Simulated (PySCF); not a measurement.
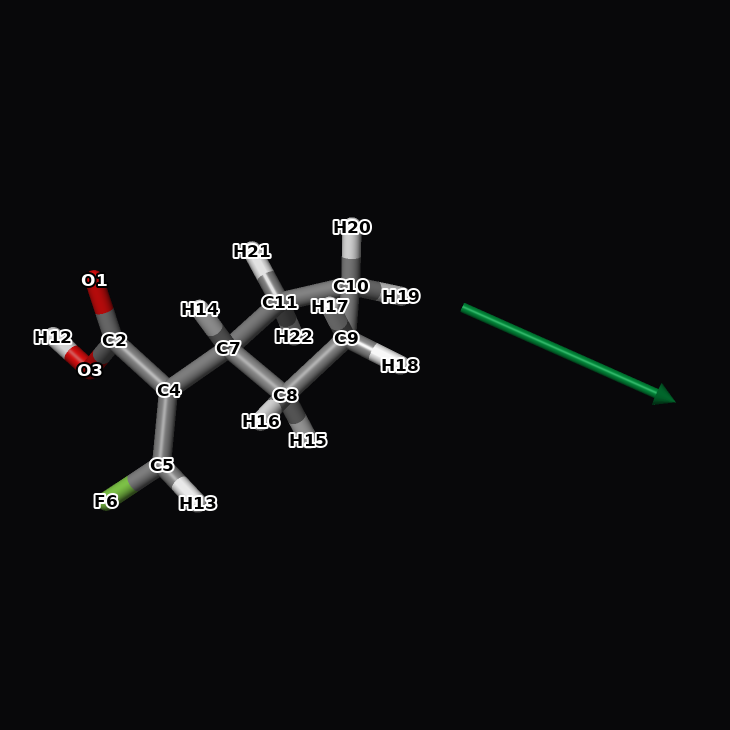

The arrow beside the molecule shows the direction of the dipole moment, from the negative to the positive end (its length means nothing). Computed geometry: GFN2-xTB optimisation. No frequency run is at hand to confirm it as a minimum. Properties computed with PBE0/pcSseg-1, gas phase (PySCF 2.14.0).

How large is the dipole moment?

1.78 D; it points from the side of H12 to the side of H18 (the outermost atoms at the two ends).
